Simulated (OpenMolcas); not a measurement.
# B86PBE/ANO-L-VDZP (RICD fitting, fitting threshold 1e-06) run of SF6 (sulfur hexafluoride)

We compute energy and forces of SF6 (sulfur hexafluoride). 

The results are computed with OpenMolcas 26.06.

4 further runs of the same task are left out: 4 set aside as unsound or not needed.

## (1) Starting point

SF6 has 7 atoms, charge 0, and is taken as a singlet. SMILES: `FS(F)(F)(F)(F)F`. Geometry: relaxed at GFN2-xTB.

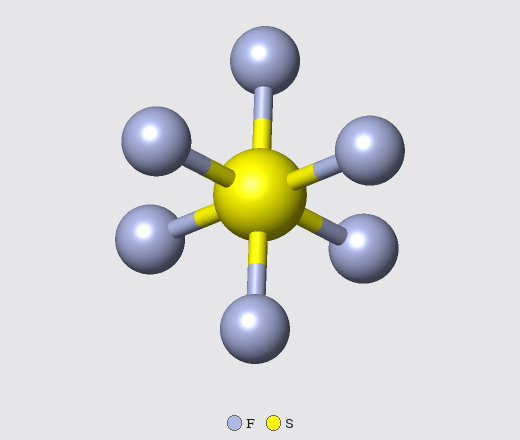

The structure, seen from a chosen angle (fluorine light blue, sulfur yellow).

## (2) Energy and forces at B86PBE/ANO-L-VDZP (RICD fitting, fitting threshold 1e-06)

Input file job.input:

```
* F6S Kohn-Sham DFT

&gateway
 coord
 7
 bohr
 F     -1.08723503    -2.51280662     1.24060520
 S     -0.00003779     0.00011338     0.00003779
 F      2.23624520     0.02426408     2.00666238
 F     -2.23479011    -0.02398062    -2.00794739
 F      1.08513743     2.51280662    -1.23941467
 F     -1.68737425     1.64976870     1.86028419
 F      1.68805455    -1.65014665    -1.86022750
 basis=ANO-L-VDZP
 group=NoSym
 ricd
 cdthreshold=1e-06

&seward

&scf
 ksdft=B86PBE
 prorbitals=1 1

&alaska
```

Run with:

```
$ export MOLCAS_MEM=1860
$ pymolcas job.input > job.log
```

What values should one expect? Wanted: total energy; dipole moment; HOMO energy; LUMO energy; HOMO–LUMO gap; largest force on an atom.

Computed results:

At B86PBE/ANO-L-VDZP (RICD fitting, fitting threshold 1e-06):

| quantity | value |
| --- | --- |
| total energy | -997.34007 Eh |
| dipole moment | 0.00 D |
| HOMO energy | -10.45 eV |
| LUMO energy | -3.80 eV |
| HOMO–LUMO gap | 6.65 eV |
| largest force on an atom | 1.497 eV/Å |

**Reading.** The largest force is 1.50 eV/Å: the shape isn't a stationary point for this species at this level.
